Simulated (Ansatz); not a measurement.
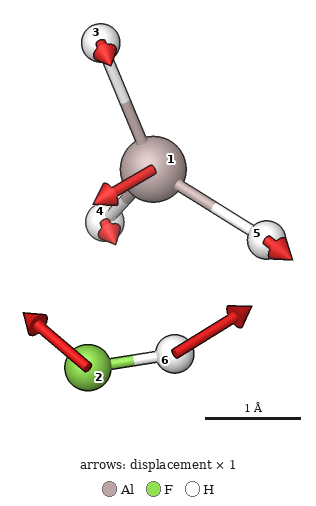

A relaxation of AlH$_{4}$F. The starting structure is drawn; red arrows show the displacements, at their true length. The two geometries are superimposed by the best rigid fit.

A ball-and-stick model, seen from a free direction.

The run prepares an end point of a later path (reaction) calculation, from a guessed geometry.

The calculation used Ansatz 0.2.0, RKS r2SCAN-D4/def2-SVP. (no spin polarisation; force threshold 0.03 eV/Å; at most 50 steps)

### Describe the change and its energy.

The largest moves after the best rigid fit, 1.06 Å, are those of F2 and H6. By element the largest moves are H 1.06 Å, F 1.05 Å, Al 0.81 Å. Among the contacts that change: F2–H6 0.931 → 2.425 Å, Al1–F2 2.878 → 1.676 Å, H5–H6 1.859 → 0.763 Å, Al1–H5 1.575 → 2.277 Å. New bonds form, among them: Al1–F2 (2.88 → 1.68 Å), H5–H6 (1.86 → 0.76 Å). Bonds break, among them: Al1–H5 (1.57 → 2.28 Å), F2–H6 (0.93 → 2.43 Å). After 18 accepted moves (20 points after the start) the energy has fallen by 1.661 eV. Largest force component: 0.39 eV/Å at the start, 0.0067 eV/Å at the end. The line search rejected the trial steps at points 14, 17 of the run. The run took 25 s on 1 thread of Intel(R) Xeon(R) Platinum 8488C (Sapphire Rapids), with other jobs on the host, peak memory 0.14 GiB.
